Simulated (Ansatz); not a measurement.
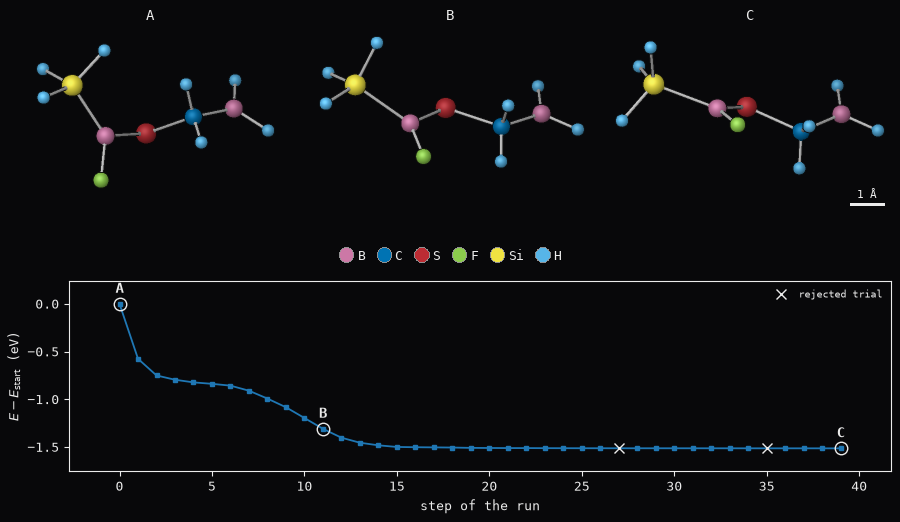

Frames of a relaxation of CH7B2FSSi, marked on the history of the run. A ball-and-stick model, seen at a tilt.

The run prepares an end point of a later path (torsion) calculation, from a guessed geometry.

Computed with Ansatz 0.2.0, RKS PBE0-D4/def2-SVP. (no spin polarisation; force threshold 0.015 eV/Å; at most 40 steps)

Question: What happens along the run?

Answer: The relaxation stopped without meeting its thresholds, so the last structure isn't shown to be converged. It used up its limit of 40 steps. The energy falls by 1.514 eV in 37 accepted moves (39 points after the start). The largest force component goes from 4.5 to 0.02 eV/Å. The line search rejected the trial steps at points 27, 35 of the run. The largest move after the best rigid fit is that of the F atom, 2.17 Å. By element the largest moves are F 2.17 Å, H 1.74 Å, B 1.00 Å, S 0.90 Å, Si 0.55 Å, C 0.55 Å. Near-neighbour distances that change, for instance: B–S 1.961 → 1.785 Å, B–Si 1.878 → 2.031 Å, B–F 1.471 → 1.336 Å, H–Si 1.460 → 1.498 Å. Bond angles that change, for instance: C–S–B 92.3° → 104.0°, B–C–S 108.3° → 115.8°, H–C–H 109.9° → 104.0°. Groups turn about B–S by about 90°, B–Si by about 60°, B–C by about 60°. Cost: 3.1 min on 2 threads of Arm Neoverse V1, on a shared host, peak memory 0.32 GiB. From step 0 to 11: the F atom moves most (1.02 Å), energy −1.309 eV. From step 11 to 39: the F atom moves most (1.29 Å), energy −0.205 eV.

| step | E − E(0), eV | largest force component, eV/Å | note |
| --- | --- | --- | --- |
| 0 | 0.0000 | 4.4575 |  |
| 1 | -0.5754 | 3.2403 |  |
| 2 | -0.7499 | 1.8208 |  |
| 3 | -0.7950 | 1.2918 |  |
| 4 | -0.8224 | 0.3176 |  |
| 5 | -0.8377 | 0.2081 |  |
| 6 | -0.8568 | 0.4791 |  |
| 7 | -0.9098 | 0.5319 |  |
| 8 | -0.9924 | 0.8018 |  |
| 9 | -1.0832 | 0.7601 |  |
| 10 | -1.1957 | 0.6720 |  |
| 12 | -1.4020 | 0.2797 |  |
| 13 | -1.4547 | 0.2508 |  |
| 15 | -1.4991 | 0.1660 |  |
| 16 | -1.5018 | 0.1879 |  |
| 18 | -1.5052 | 0.2050 |  |
| 19 | -1.5087 | 0.1242 |  |
| 21 | -1.5107 | 0.1047 |  |
| 22 | -1.5108 | 0.0523 |  |
| 24 | -1.5121 | 0.0396 |  |
| 25 | -1.5124 | 0.0304 |  |
| 27 | -1.5126 | 0.0529 | rejected |
| 28 | -1.5128 | 0.0165 |  |
| 30 | -1.5129 | 0.0177 |  |
| 31 | -1.5130 | 0.0241 |  |
| 33 | -1.5132 | 0.0214 |  |
| 34 | -1.5133 | 0.0320 |  |
| 36 | -1.5134 | 0.0226 |  |
| 37 | -1.5134 | 0.0461 |  |
| 39 | -1.5136 | 0.0205 |  |
